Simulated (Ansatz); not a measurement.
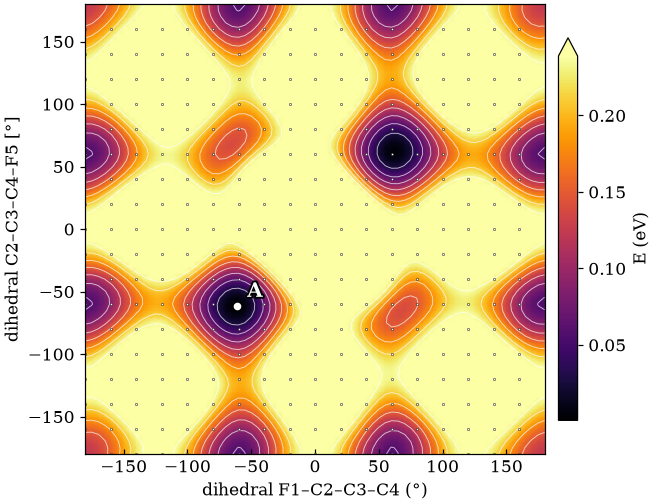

C₃H₆F₂, SMILES FCCCF. 
- Coordinates scanned: (1) dihedral F1–C2–C3–C4; (2) dihedral C2–C3–C4–F5.
- Nothing is relaxed (all other coordinates rigid).
- The grid has 18 × 18 points; 171 points were computed and 153 follow by symmetry.
- Points are written as (first, second).
- Energies: eV, counted from the relaxed molecule at the same level.
- All numbers below come from Ansatz 0.2.0, RKS PBE0-D4/def2-SVP.

Drawn: a smooth colour map with a few white contour lines, dots at the grid points, one colour for all values above the top of the scale, the well A. Between grid points the surface is interpolated.

Where is the minimum, and how stiff is the well along each coordinate? Take the well at A.

The interpolated minimum is at dihedral F1–C2–C3–C4 ≈ −62°, dihedral C2–C3–C4–F5 ≈ −62°. The curvatures there are about 0.93 eV/rad² and 0.93 eV/rad², with a cross term of about 0 eV/rad². Round the minimum the contours are nearly round: the two directions are equally stiff and uncoupled.
